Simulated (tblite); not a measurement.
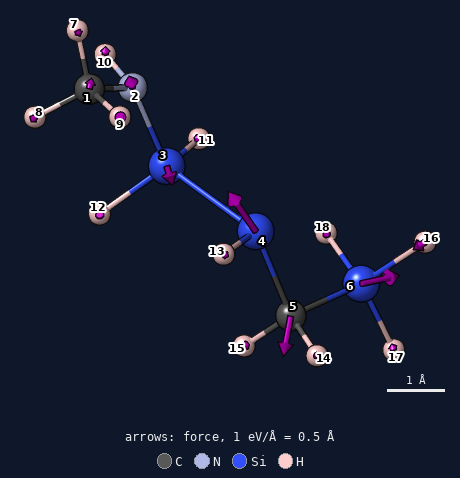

Starting geometry of C₂H₁₂NSi₃ (multiplicity 2) with the computed forces as purple arrows. A ball-and-stick model, seen from a free direction.

Method: GFN2-xTB geometry optimisation, gas phase (tblite 0.8.0). 

What follows when this structure is relaxed?

Answer. It isn't relaxed: the largest force vector, on Si4, is 2.09 eV/Å. The final displacements have little in common with the starting forces (cosine between the two patterns 0.12). H7 moves most after the best rigid fit: 0.53 Å. Largest moves by element: H 0.53 Å, Si 0.33 Å, C 0.18 Å, N 0.05 Å. Near-neighbour distances that change, for instance: Si4–C5 1.840 → 1.914 Å, C5–Si6 1.845 → 1.896 Å, Si6–H16 1.500 → 1.465 Å, Si6–H17 1.486 → 1.468 Å. Among the angles between lasting bonds that change: N2–Si3–Si4 113.6° → 104.5°, Si3–Si4–H13 110.2° → 119.1°, Si3–N2–H10 108.9° → 116.7°. Over 111 geometry steps the energy falls by 0.306 eV.
